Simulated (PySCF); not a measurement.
System: C4H13P3Si (SMILES CC(C)(C)p1[pH]p1[SiH3]).

Input

```
{"job": {"kind": "nmr", "xc": "PBE0", "basis": "pcSseg-1"}, "charge": 0, "multiplicity": 1}
C     -1.492256    -1.131691     0.720518
C     -1.161158    -0.084093    -0.337991
C     -1.584327     1.304168     0.148119
C     -1.876449    -0.422971    -1.648827
P      0.692922     0.027334    -0.754196
P      1.494767    -1.780160     0.130875
P      1.586703     0.118579     1.224422
Si     3.591590     0.969946     0.636082
H     -0.909011    -0.962202     1.628050
H     -2.549571    -1.073007     0.977267
H     -1.280292    -2.136708     0.353155
H     -2.662667     1.340746     0.295905
H     -1.094220     1.536944     1.093611
H     -1.307892     2.067873    -0.578736
H     -1.675820     0.335489    -2.404200
H     -2.951987    -0.473897    -1.486179
H     -1.537736    -1.385357    -2.031350
H      2.709339    -1.678097    -0.560396
H      3.774250     0.988081    -0.820223
H      3.602031     2.325627     1.182131
H      4.622864     0.130341     1.252223
```

Command:

```sh
OMP_NUM_THREADS=1 python probes_run.py task.json out
```

Geometry: GFN2-xTB.

All numbers below come from PySCF, PBE0/pcSseg-1, SCF density, gas phase, non-relativistic.

What can the converged electron density and electron localisation function tell about the bonding?

Answer. P–P (2.17 Å): ρ at the midpoint is about 0.8 e/Å³; the ELF peaks at about 0.85 between the atoms (a shared electron pair).
Si–P (2.26 Å): ρ at the midpoint is about 0.73 e/Å³, with its minimum of 0.63 e/Å³ about 0.8 Å from Si; the ELF peaks at about 0.95 between the atoms: localised, covalent bonding.
C–H (1.09 Å): ρ at the midpoint is about 2 e/Å³; the ELF climbs to about 1 towards the hydrogen, as it does in any bond to H: an ordinary covalent bond to hydrogen.

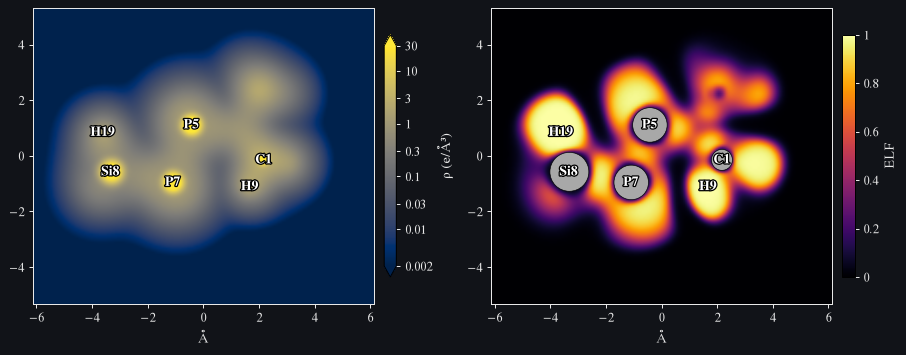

Computed electron density and electron localisation function on the plane of atoms P5, P7 and Si8, in this order. Grey discs cover the atomic cores in the ELF map. 
